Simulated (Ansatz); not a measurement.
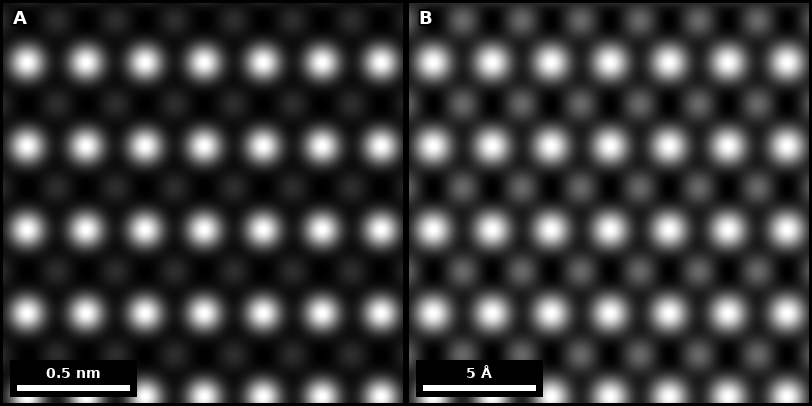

Two simulated images of the same area of NiOs (P4/mmm, No. 123) along [100], with a probe of 1.30 Å. One is incoherent Z contrast (Z^1.6 per atom), the other the projected potential of neutral atoms blurred by the probe (iDPC-like, thin sample). Brightness is counted from the darkest point of the image. Structure: the end point of a relaxation with DFT PBE, scalar-relativistic, plane waves, PAW (Ansatz); the starting structure was generated, so it need not be a known form of this composition.

### Which panel is which, and how can one tell?

A is the Z-contrast image and B the potential image. The columns of 1 Ni per repeat reach about 18 % of the brightest peak (1 Os) in A but about 40 % in B, mainly since the potential grows much more slowly with atomic number.
